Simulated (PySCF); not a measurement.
# C₄H₁₁BOSi: a tour of settings, part 2 of 3

PySCF 2.14.0. Atoms count from 0. The steps go on from the part before.

### Step 5. Indirect couplings: PBE/def2-SVP

What the job is given:

```
{"job": {"kind": "j", "xc": "PBE", "basis": "def2-SVP"}, "charge": 0, "multiplicity": 1}
Si     3.015270     0.124281     0.104056
O      1.527631     0.663685     0.416029
C      0.294205    -0.013087     0.449158
B     -0.900466     0.697629     1.217773
C     -2.189784     0.399319     0.374584
C     -1.751974    -0.606254    -0.705824
C     -0.273807    -0.307368    -0.952829
H      3.161782    -0.390328    -1.263395
H      3.385918    -0.964678     1.017224
H      3.766724     1.347846     0.329486
H      0.441252    -0.988998     0.948855
H     -0.815410     1.329710     2.191574
H     -3.073346     0.061389     0.916649
H     -2.482404     1.337672    -0.108399
H     -2.344971    -0.530375    -1.617337
H     -1.855216    -1.621705    -0.318043
H     -0.163274     0.592023    -1.561295
H      0.249109    -1.124443    -1.449921
```

With the program's defaults for keys left out, this is: PBE/def2-SVP indirect spin-spin coupling, non-relativistic, gas phase.

Log:

```text
coarse grid: 14960 points
cycle   1  E = -547.5570410935  dE =  5.605e-01  |g| = 8.227e-01  |ddm| = 4.327e+00
cycle   2  E = -546.9801377360  dE =  5.769e-01  |g| = 1.829e+00  |ddm| = 3.479e+00
cycle   3  E = -547.6979496237  dE = -7.178e-01  |g| = 2.443e-01  |ddm| = 2.808e+00
cycle   4  E = -547.7096386888  dE = -1.169e-02  |g| = 1.132e-01  |ddm| = 3.886e-01
cycle   5  E = -547.7126744301  dE = -3.036e-03  |g| = 1.901e-02  |ddm| = 1.447e-01
cycle   6  E = -547.7127621215  dE = -8.769e-05  |g| = 6.868e-03  |ddm| = 3.051e-02
cycle   7  E = -547.7127733296  dE = -1.121e-05  |g| = 1.400e-03  |ddm| = 7.862e-03
cycle   8  E = -547.7127738264  dE = -4.968e-07  |g| = 4.043e-04  |ddm| = 2.089e-03
final grid: 138272 points
cycle   9  E = -547.8198720384  dE = -2.024e-05  |g| = 1.724e-02  |ddm| = 4.923e-02
cycle  10  E = -547.8196946212  dE =  1.774e-04  |g| = 3.369e-02  |ddm| = 4.934e-02
cycle  11  E = -547.8199365635  dE = -2.419e-04  |g| = 3.213e-03  |ddm| = 3.504e-02
cycle  12  E = -547.8199389574  dE = -2.394e-06  |g| = 4.996e-04  |ddm| = 4.348e-03
cycle  13  E = -547.8199390171  dE = -5.975e-08  |g| = 5.695e-05  |ddm| = 7.094e-04
cycle  14  E = -547.8199390178  dE = -7.285e-10  |g| = 2.948e-05  |ddm| = 1.070e-04
converged SCF energy = -547.8199390178

Indirect spin-spin couplings (Hz)
  i      j    bonds     total        FC       PSO       DSO        SD
  0 Si   1 O    1    -26.355   -21.179    -5.333     0.054     0.103
  0 Si   2 C    2      5.806     5.498     0.361     0.047    -0.100
  0 Si   3 B    3     -5.875    -5.702    -0.168     0.066    -0.072
  0 Si   4 C    4     -1.035    -1.023    -0.044     0.042    -0.010
  0 Si   5 C    4     -0.183    -0.176    -0.049     0.039     0.003
  0 Si   6 C    3     -0.297    -0.308    -0.001     0.010     0.001
  0 Si   7 H    1   -167.428  -167.796     0.889    -0.277    -0.244
  0 Si   8 H    1   -167.178  -167.580     0.910    -0.274    -0.235
  0 Si   9 H    1   -196.914  -197.407     1.065    -0.274    -0.298
  0 Si  10 H    3     -3.935    -3.982     0.028     0.021    -0.003
  0 Si  11 H    4      0.299     0.333    -0.158     0.155    -0.031
  0 Si  12 H    5     -0.162    -0.185    -0.145     0.183    -0.015
  1 O    2 C    1     25.671    27.135    -1.291    -0.173         -
  1 O    3 B    2    -11.681   -12.351     0.655    -0.023     0.038
  1 O    4 C    3     -5.034    -5.120     0.070     0.016         -
  1 O    5 C    3     -5.451    -5.613     0.136     0.026         -
  1 O    6 C    2     -3.048    -3.361     0.337    -0.024         -
  1 O    7 H    2     -4.379    -4.553    -0.015     0.189         -
  1 O    8 H    2     -4.131    -4.334     0.026     0.178         -
  1 O    9 H    2    -19.104   -19.107    -0.034     0.038         -
  1 O   10 H    2     -5.002    -4.134    -0.860    -0.008         -
  1 O   11 H    3     -0.740    -0.787     0.098    -0.051         -
  1 O   12 H    4      1.152     1.078    -0.068     0.142         -
  1 O   13 H    4     -1.772    -1.797    -0.024     0.049         -
  1 O   14 H    4     -0.160    -0.215    -0.091     0.146         -
  1 O   15 H    4      0.196     0.123    -0.052     0.125         -
  1 O   16 H    3     -2.492    -2.305    -0.058    -0.129         -
  1 O   17 H    3      0.131     0.228    -0.105     0.008         -
  2 C    3 B    1    108.620   109.675    -1.649     0.299     0.295
  2 C    4 C    2     13.151    13.250    -0.161     0.062         -
  2 C    5 C    2      9.719     9.700    -0.046     0.066         -
  2 C    6 C    1     70.492    70.798    -0.587     0.282         -
  2 C    7 H    3     -0.137    -0.033     0.011    -0.115         -
  2 C    8 H    3      1.158     1.224    -0.007    -0.059         -
  2 C    9 H    3      7.759     8.078     0.135    -0.453         -
  2 C   10 H    1    142.221   140.794     0.117     1.311         -
  2 C   11 H    2      3.848     4.124    -0.267    -0.009         -
  2 C   12 H    3      3.404     3.491     0.152    -0.239         -
  2 C   13 H    3     -0.540    -0.472     0.042    -0.110         -
  2 C   14 H    3     11.191    11.248     0.303    -0.360         -
  2 C   15 H    3      0.400     0.264     0.043     0.093         -
  2 C   16 H    2     -6.794    -6.852    -0.042     0.100         -
  2 C   17 H    2     -5.268    -5.211    -0.072     0.016         -
  3 B    4 C    1     90.816    92.726    -2.321     0.226     0.186
  3 B    5 C    2     -2.011    -1.828    -0.158     0.025    -0.051
  3 B    6 C    2      6.162     6.245    -0.048     0.040    -0.074
  3 B    7 H    4      0.306     0.427     0.176    -0.315     0.018
  3 B    8 H    4     -0.293    -0.206     0.091    -0.186     0.009
  3 B    9 H    4     -0.353    -0.222     0.102    -0.232    -0.002
  3 B   10 H    2      0.935     0.610     0.004     0.062     0.260
  3 B   11 H    1    214.348   215.215    -2.430     0.806     0.758
  3 B   12 H    2     -1.442    -1.086    -0.166    -0.294     0.104
  3 B   13 H    2     -0.077    -0.213    -0.022    -0.087     0.245
  3 B   14 H    3      5.890     6.197     0.247    -0.543    -0.010
  3 B   15 H    3      0.014     0.252    -0.059    -0.148    -0.032
  3 B   16 H    3      0.663     0.717     0.006    -0.052    -0.009
  3 B   17 H    3      7.274     7.519     0.296    -0.540    -0.000
  4 C    5 C    1     64.048    63.800     0.038     0.210         -
  4 C    6 C    2      1.265     1.362    -0.131     0.034         -
  4 C    9 H    5      0.172     0.254     0.103    -0.185         -
  4 C   10 H    3     -2.020    -1.965     0.029    -0.085         -
  4 C   11 H    2      6.632     7.098    -0.312    -0.154         -
  4 C   12 H    1    162.580   160.731     1.035     0.814         -
  4 C   13 H    1    140.507   138.344     1.294     0.869         -
  4 C   14 H    2     -5.072    -5.080     0.189    -0.181         -
  4 C   15 H    2     -4.534    -4.632     0.204    -0.105         -
  4 C   16 H    3      0.481     0.446     0.045    -0.010         -
  4 C   17 H    3      9.496     9.654     0.271    -0.429         -
  5 C    6 C    1     72.163    72.313    -0.381     0.230         -
  5 C   10 H    3     -0.483    -0.542     0.004     0.056         -
  5 C   11 H    3      7.489     7.624     0.184    -0.319         -
  5 C   12 H    2     -2.615    -2.690     0.228    -0.153         -
  5 C   13 H    2     -6.705    -6.797     0.179    -0.088         -
  5 C   14 H    1    170.998   169.475     0.647     0.877         -
  5 C   15 H    1    152.846   151.219     0.708     0.918         -
  5 C   16 H    2     -6.492    -6.520     0.100    -0.072         -
  5 C   17 H    2     -2.822    -2.835     0.139    -0.127         -
  6 C    8 H    4      0.331     0.401     0.071    -0.142         -
  6 C    9 H    4     -0.481    -0.337     0.118    -0.261         -
  6 C   10 H    2     -6.928    -6.935    -0.064     0.071         -
  6 C   11 H    3      4.097     4.211     0.187    -0.300         -
  6 C   12 H    3     11.077    11.193     0.295    -0.411         -
  6 C   13 H    3      0.579     0.566     0.064    -0.051         -
  6 C   14 H    2     -3.252    -3.253     0.118    -0.117         -
  6 C   15 H    2     -5.867    -5.882     0.071    -0.056         -
  6 C   16 H    1    155.026   153.439     0.551     1.036         -
  6 C   17 H    1    169.609   168.024     0.593     0.992         -
  7 H    8 H    2      8.188     9.565     0.403    -1.781         -
  7 H    9 H    2      5.633     7.445     0.496    -2.309         -
  7 H   10 H    4     -0.317     0.004     0.123    -0.445         -
  7 H   11 H    5     -0.513    -0.020     0.520    -1.013         -
  7 H   12 H    6     -0.277    -0.002     0.519    -0.794         -
  7 H   13 H    6     -0.155     0.042     0.368    -0.565         -
  7 H   16 H    5      0.299     0.011    -0.294     0.582         -
  7 H   17 H    5      0.891     0.231    -0.827     1.487         -
  8 H    9 H    2      4.206     6.064     0.511    -2.369         -
  8 H   10 H    4      1.494     1.012    -0.668     1.150         -
  8 H   11 H    5     -0.154     0.026     0.233    -0.413         -
  8 H   12 H    6     -0.244    -0.022     0.402    -0.623         -
  8 H   13 H    6     -0.360    -0.031     0.484    -0.813         -
  8 H   14 H    6     -0.281     0.016     0.504    -0.801         -
  8 H   16 H    5     -0.637    -0.016     0.526    -1.148         -
  9 H   10 H    4     -1.444    -0.398     0.661    -1.707         -
  9 H   11 H    5     -0.175    -0.003     0.199    -0.371         -
  9 H   12 H    6     -0.325     0.009     0.481    -0.815         -
  9 H   13 H    6     -0.228     0.007     0.300    -0.535         -
  9 H   14 H    6     -0.319     0.050     0.483    -0.853         -
  9 H   15 H    6     -0.451     0.002     0.495    -0.948         -
  9 H   16 H    5     -0.325     0.054     0.174    -0.553         -
  9 H   17 H    5     -0.710     0.049     0.374    -1.133         -
 10 H   11 H    3     -1.463    -1.307     0.509    -0.664         -
 10 H   12 H    4      3.765     3.941     0.506    -0.682         -
 10 H   13 H    4      1.497     1.985     1.181    -1.668         -
 10 H   14 H    4     -1.054    -0.620     1.160    -1.594         -
 10 H   15 H    4      0.291    -0.172    -0.757     1.219         -
 10 H   16 H    3      7.621     8.387     1.678    -2.444         -
 10 H   17 H    3      6.292     5.997    -0.198     0.494         -
 11 H   12 H    3      0.062     0.295     0.442    -0.675         -
 11 H   13 H    3     -1.260    -1.043     0.463    -0.679         -
 11 H   15 H    4     -0.702    -0.258     0.696    -1.140         -
 11 H   16 H    4     -0.411    -0.069     0.615    -0.958         -
 11 H   17 H    4     -0.297     0.252     1.069    -1.618         -
 12 H   13 H    2    -16.176   -15.983     1.851    -2.044         -
 12 H   14 H    3     -0.201     0.146     0.769    -1.116         -
 12 H   15 H    3      4.014     3.928     0.018     0.067         -
 12 H   16 H    4     -1.022    -0.523     1.218    -1.717         -
 12 H   17 H    4      0.867     1.345     1.242    -1.721         -
 13 H   14 H    3      6.899     6.798    -0.024     0.126         -
 13 H   15 H    3      6.638     7.456     1.772    -2.590         -
 13 H   17 H    4     -0.982    -0.490     1.203    -1.695         -
 14 H   15 H    2    -10.622   -10.243     1.779    -2.158         -
 14 H   16 H    3      4.352     4.272     0.048     0.032         -
 14 H   17 H    3      0.132     0.371     0.619    -0.858         -
 15 H   16 H    3      8.535     9.367     1.773    -2.604         -
 15 H   17 H    3      3.733     3.622     0.020     0.092         -
 16 H   17 H    2     -9.912    -9.720     1.626    -1.818         -
```

Run time: 31 s. Hardware: 1 thread of Arm Neoverse V1, shared host.

The basis is not made for couplings: without tight functions at the nuclei these values are rough.

Couplings of 1 Hz or more, nine at most for each number of bonds, with means over like pairs (isotopes 11B, 13C, 1H, 17O, 29Si):

```
   pair  bonds  J (Hz)  Fermi contact (Hz)  dihedral (°)
 B3–H11      1   214.3               215.2             –
 Si0–H7      1  -177.2              -177.6             –
 C5–H14      1   171.0               169.5             –
 C6–H17      1   169.6               168.0             –
 C4–H12      1   162.6               160.7             –
 C6–H16      1   155.0               153.4             –
 C5–H15      1   152.8               151.2             –
 C2–H10      1   142.2               140.8             –
 C4–H13      1   140.5               138.3             –
H12–H13      2   -16.2               -16.0             –
  C2–C4      2    13.2                13.2             –
  O1–B3      2   -11.7               -12.4             –
H14–H15      2   -10.6               -10.2             –
H16–H17      2    -9.9                -9.7             –
  C2–C5      2     9.7                 9.7             –
  O1–H7      2    -9.2                -9.3             –
 C6–H10      2    -6.9                -6.9             –
 C2–H16      2    -6.8                -6.9             –
 C2–H14      3    11.2                11.2           162
 C6–H12      3    11.1                11.2          -158
 C4–H17      3     9.5                 9.7           162
H15–H16      3     8.5                 9.4           166
H10–H16      3     7.6                 8.4          -164
 C5–H11      3     7.5                 7.6          -174
 B3–H17      3     7.3                 7.5          -157
H13–H14      3     6.9                 6.8           -37
H13–H15      3     6.6                 7.5          -157
H10–H12      4     3.8                 3.9             –
 O1–H13      4    -1.8                -1.8             –
H10–H13      4     1.5                 2.0             –
 O1–H12      4     1.2                 1.1             –
H10–H14      4    -1.1                -0.6             –
 Si0–C4      4    -1.0                -1.0             –
H12–H16      4    -1.0                -0.5             –
```

The spin-dipole term was solved for some atoms only; pairs without it lack that part.

The response was solved for the nuclei of B, C, H, Si alone, so couplings that need other nuclei can be missing.

Quadrupole couplings from the field gradients of the same density:

```
atom  isotope  eQq/h (MHz)     η
  O1      17O       -9.372  0.30
  B3      11B        5.198  0.02
```

Joined with the shifts from before (PBE0/pcSseg-1, scaled to CDCl3 for protons on carbon, raw for the others), the couplings predict the line list below for 300 MHz. Couplings to quadrupolar nuclei are left out.

1H NMR δ 8.15 (br, 1H), 4.97 (s, 3H), 3.87 (m, 1H), 2.47 (m, 1H), 2.10 (m, 1H), 1.88 (m, 1H), 1.59 (m, 1H), 1.47 (m, 1H), 1.18 (m, 1H).

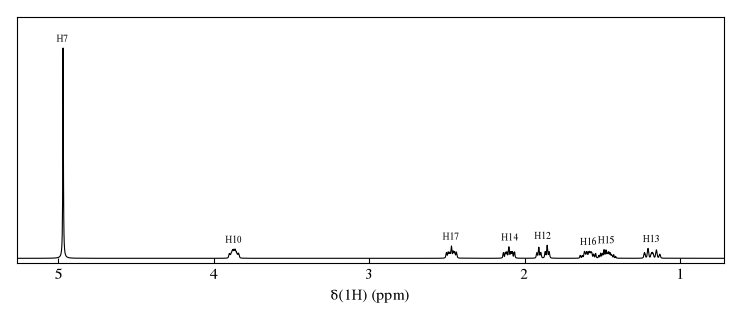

Simulated proton spectrum at 300 MHz, by exact diagonalisation of each spin system; lines 1.2 Hz wide, exchangeable protons uncoupled, protons on B, Al or Ga left out.

(Continued in part 3 of 3.)
